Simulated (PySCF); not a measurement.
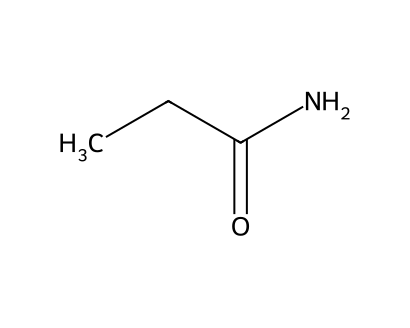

2D structure.

Write the SMILES.

CCC(N)=O

Give the formula, hydrogens included.

C3H7NO.

The parts below concern this one geometry. Atoms keep their numbers from picture to picture. The geometry was computed by an optimisation with PBE0-D3(BJ)/def2-TZVP. No frequency run is at hand to confirm it as a minimum.

### Geometry

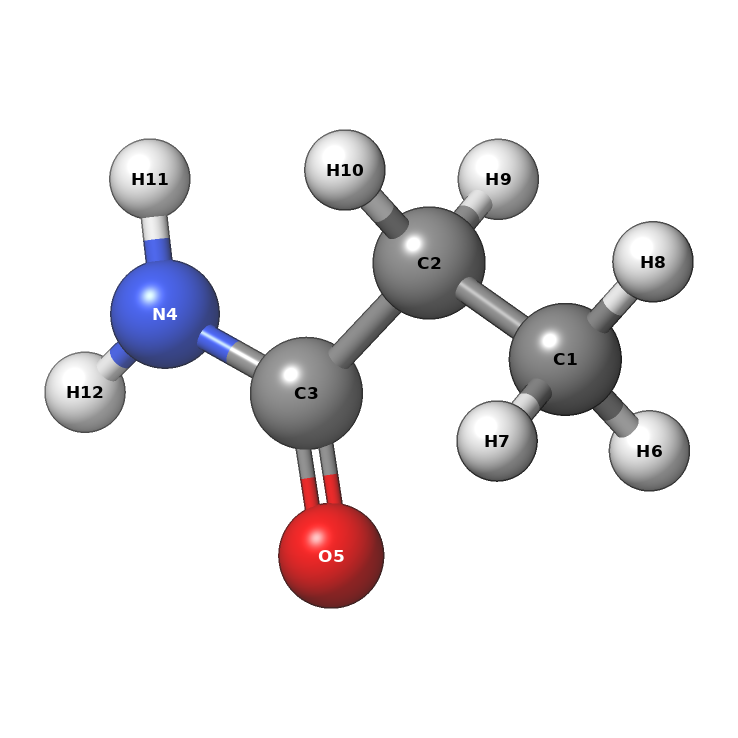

Numbered structure. No frequency run is at hand to confirm it as a minimum.

Describe the coordination of atom 4.

N4 has 3 neighbours (C3 at 1.36, H11 at 1.00, H12 at 1.00 Å); the arrangement is trigonal planar.

Describe the coordination of atom 3.

C3 has 3 neighbours (C2 at 1.52, N4 at 1.36, O5 at 1.21 Å); the arrangement is trigonal planar.

Describe the coordination of atom 1.

C1 has 4 neighbours (C2 at 1.51, H6 at 1.09, H7 at 1.09, H8 at 1.09 Å); the arrangement is tetrahedral.

What is the geometry at C2?

C2 has 4 neighbours (C1 at 1.51, C3 at 1.52, H9 at 1.10, H10 at 1.10 Å); the arrangement is tetrahedral.

What is the dihedral angle C1–C2–C3–N4?

171° in size, that is anti.

### Polarisability

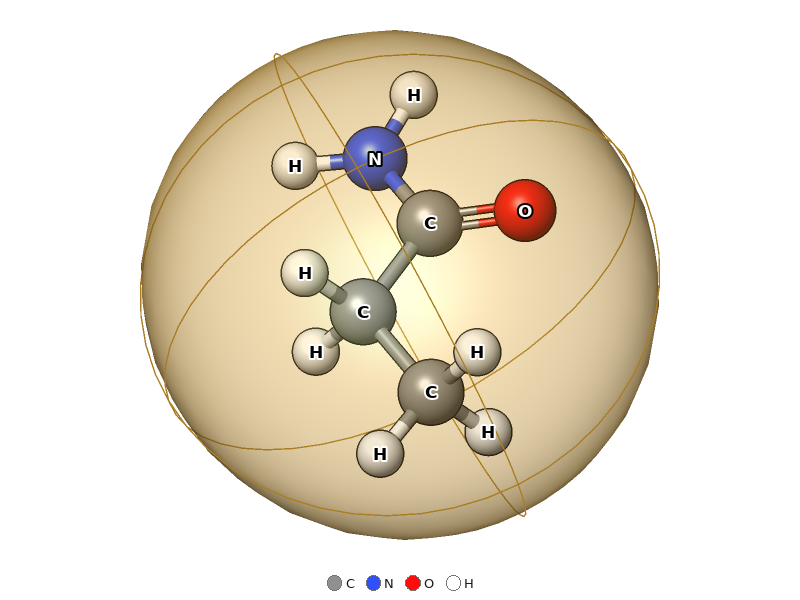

The ellipsoid shows the static dipole polarisability: its half-axes are proportional to the principal values. No frequency run is at hand to confirm it as a minimum. Level of theory: ωB97X-D/aug-cc-pVTZ (PySCF 2.14.0).

Give the principal values, the mean and the anisotropy.

Principal values 40.3, 52.2, 59.2 bohr³; mean 50.6 bohr³ (7.49 Å³); anisotropy 16.5 bohr³, so the longest axis is 1.47 times the shortest.

### Excitation

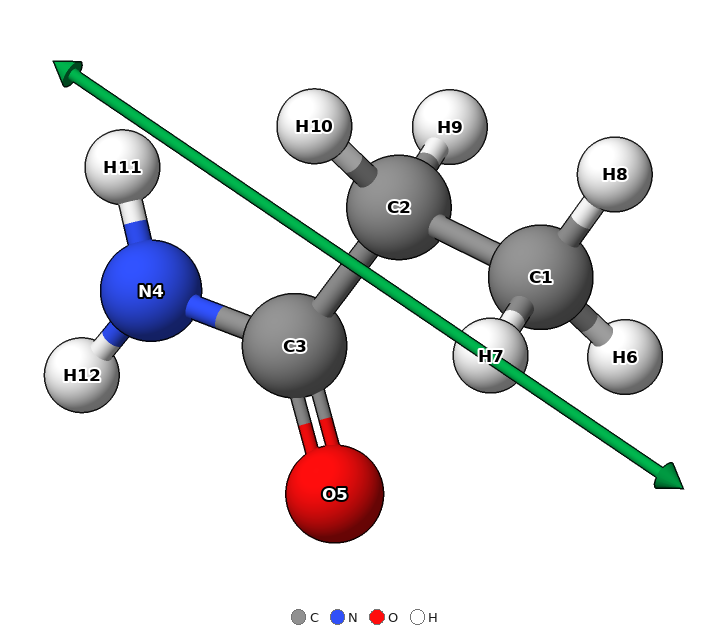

The double arrow shows the direction of the transition dipole to excited singlet state 8 (its length means nothing). No frequency run is at hand to confirm it as a minimum. Properties computed with TDDFT PBE0/aug-cc-pVTZ, vertical, gas phase, core orbitals frozen in the response (PySCF 2.14.0).

Give its energy, strength and character.

7.27 eV (171 nm), oscillator strength 0.084, mainly HOMO−1 → LUMO+2 (weight 0.80); transition dipole 1.74 D.

### NMR shielding

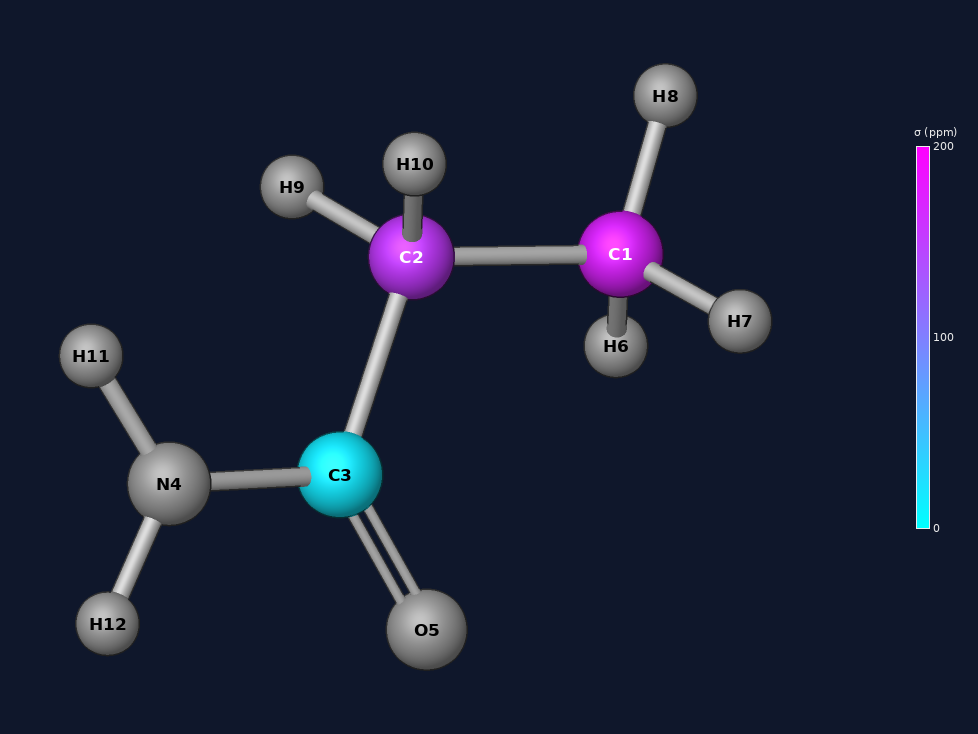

Atoms are coloured by their isotropic NMR shieldings (C only, the others grey). No frequency run is at hand to confirm it as a minimum. Level of theory: GIAO KT3/pcSseg-2 NMR shielding, non-relativistic, gas phase (PySCF 2.14.0).

Give the isotropic NMR shieldings of the C atoms atom by atom.

```json
{"atom": "C1", "σ (ppm)": "172.3"}
{"atom": "C2", "σ (ppm)": "153.8"}
{"atom": "C3", "σ (ppm)": "16.6"}
```
